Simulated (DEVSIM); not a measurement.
Device: illuminated Si n-on-p cell, one wavelength, with a back-surface field, at 350 K.

```
layer (left to right)  material  thickness (μm)  Nd (cm⁻³)  Na (cm⁻³)  τn (s)  τp (s)  absorption coefficient (cm⁻¹)
---------------------  --------  --------------  ---------  ---------  ------  ------  -----------------------------
1                            Si           0.380       4e18          -  4.8e-6  1.4e-6                          99000
2                            Si             170          -     1.7e15  8.8e-5  8.8e-5                          99000
3                            Si           0.180          -     1.7e18  8.8e-5  8.8e-5                          99000
```

Left contact: ohmic, minority hole recombination velocity 100 cm/s. Right contact: ohmic, minority electron recombination velocity 4e6 cm/s. Voltage is applied to the left contact. Recombination: SRH at mid-gap, radiative, Auger. Light enters at the left, 9.4e16 photons cm⁻² s⁻¹, one pass, no reflection. Mobility is constant in doping.

Constants are typed, rounded textbook-type inputs, not results; the design itself was drawn at random and stands for no fabricated device. Values at 300 K; Nc and Nv go as T^1.5, mobilities as T to minus their exponent, the gap by Varshni's rule with the affinity fixed.

```tsv
parameter	Si
gap (eV)	1.124
affinity (eV)	4.05
permittivity	11.7
Nc (cm⁻³)	2.86e19
Nv (cm⁻³)	3.1e19
μn (cm²/Vs)	1417
μp (cm²/Vs)	470
T exponent of μn	2.3
T exponent of μp	2.2
B (cm³/s)	4.7e-15
Cn (cm⁶/s)	2.8e-31
Cp (cm⁶/s)	9.9e-32
Varshni α (eV/K)	0.000473
Varshni β (K)	636
```

Simulated with DEVSIM: 1D drift-diffusion, Boltzmann statistics, complete ionisation; no tunnelling, impact ionisation, image-force lowering or self-heating.

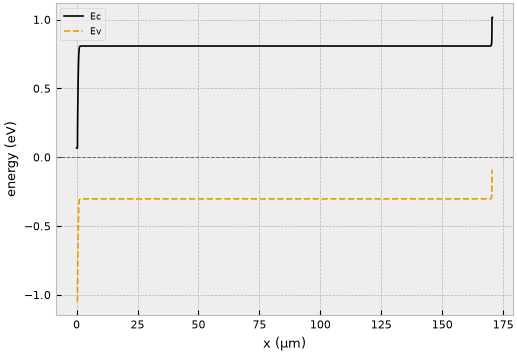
Figure: Band edges at zero bias, in the dark

Energies count from the Fermi level of the right contact; mesh points crowd at the junctions.

```json
[
 {"x (μm)": "0.000", "Ec (eV)": "0.066", "Ev (eV)": "-1.044", "n (cm⁻³)": "4.0e18", "p (cm⁻³)": "36000", "field (V/cm)": "≈ 0"},
 {"x (μm)": "0.04452", "Ec (eV)": "0.066", "Ev (eV)": "-1.044", "n (cm⁻³)": "4.0e18", "p (cm⁻³)": "36000", "field (V/cm)": "≈ 0"},
 {"x (μm)": "0.1542", "Ec (eV)": "0.066", "Ev (eV)": "-1.044", "n (cm⁻³)": "4.0e18", "p (cm⁻³)": "36000", "field (V/cm)": "≈ 0"},
 {"x (μm)": "0.3045", "Ec (eV)": "0.066", "Ev (eV)": "-1.044", "n (cm⁻³)": "4.0e18", "p (cm⁻³)": "36000", "field (V/cm)": "≈ 0"},
 {"x (μm)": "0.3779", "Ec (eV)": "0.079", "Ev (eV)": "-1.031", "n (cm⁻³)": "2.6e18", "p (cm⁻³)": "55000", "field (V/cm)": "57000"},
 {"x (μm)": "0.4174", "Ec (eV)": "0.238", "Ev (eV)": "-0.873", "n (cm⁻³)": "1.3e16", "p (cm⁻³)": "1.1e7", "field (V/cm)": "20000"},
 {"x (μm)": "0.5407", "Ec (eV)": "0.431", "Ev (eV)": "-0.680", "n (cm⁻³)": "2.2e13", "p (cm⁻³)": "6.4e9", "field (V/cm)": "14000"},
 {"x (μm)": "1.127", "Ec (eV)": "0.798", "Ev (eV)": "-0.312", "n (cm⁻³)": "1.2e8", "p (cm⁻³)": "1.2e15", "field (V/cm)": "860"},
 {"x (μm)": "2.675", "Ec (eV)": "0.808", "Ev (eV)": "-0.303", "n (cm⁻³)": "8.4e7", "p (cm⁻³)": "1.7e15", "field (V/cm)": "≈ 0"},
 {"x (μm)": "7.058", "Ec (eV)": "0.808", "Ev (eV)": "-0.303", "n (cm⁻³)": "8.4e7", "p (cm⁻³)": "1.7e15", "field (V/cm)": "≈ 0"},
 {"x (μm)": "20.53", "Ec (eV)": "0.808", "Ev (eV)": "-0.303", "n (cm⁻³)": "8.4e7", "p (cm⁻³)": "1.7e15", "field (V/cm)": "≈ 0"},
 {"x (μm)": "84.51", "Ec (eV)": "0.808", "Ev (eV)": "-0.303", "n (cm⁻³)": "8.4e7", "p (cm⁻³)": "1.7e15", "field (V/cm)": "≈ 0"},
 {"x (μm)": "141.0", "Ec (eV)": "0.808", "Ev (eV)": "-0.303", "n (cm⁻³)": "8.4e7", "p (cm⁻³)": "1.7e15", "field (V/cm)": "≈ 0"},
 {"x (μm)": "160.2", "Ec (eV)": "0.808", "Ev (eV)": "-0.303", "n (cm⁻³)": "8.4e7", "p (cm⁻³)": "1.7e15", "field (V/cm)": "≈ 0"},
 {"x (μm)": "168.1", "Ec (eV)": "0.808", "Ev (eV)": "-0.303", "n (cm⁻³)": "8.4e7", "p (cm⁻³)": "1.7e15", "field (V/cm)": "≈ 0"},
 {"x (μm)": "169.6", "Ec (eV)": "0.808", "Ev (eV)": "-0.303", "n (cm⁻³)": "8.4e7", "p (cm⁻³)": "1.7e15", "field (V/cm)": "≈ 0"},
 {"x (μm)": "170.1", "Ec (eV)": "0.815", "Ev (eV)": "-0.295", "n (cm⁻³)": "6.5e7", "p (cm⁻³)": "2.2e15", "field (V/cm)": "740"},
 {"x (μm)": "170.3", "Ec (eV)": "0.857", "Ev (eV)": "-0.254", "n (cm⁻³)": "1.6e7", "p (cm⁻³)": "8.7e15", "field (V/cm)": "6300"},
 {"x (μm)": "170.4", "Ec (eV)": "0.999", "Ev (eV)": "-0.112", "n (cm⁻³)": "150000", "p (cm⁻³)": "9.7e17", "field (V/cm)": "46000"},
 {"x (μm)": "170.4", "Ec (eV)": "1.016", "Ev (eV)": "-0.095", "n (cm⁻³)": "84000", "p (cm⁻³)": "1.7e18", "field (V/cm)": "≈ 0"},
 {"x (μm)": "170.5", "Ec (eV)": "1.016", "Ev (eV)": "-0.095", "n (cm⁻³)": "84000", "p (cm⁻³)": "1.7e18", "field (V/cm)": "≈ 0"},
 {"x (μm)": "170.6", "Ec (eV)": "1.016", "Ev (eV)": "-0.095", "n (cm⁻³)": "84000", "p (cm⁻³)": "1.7e18", "field (V/cm)": "≈ 0"}
]
```
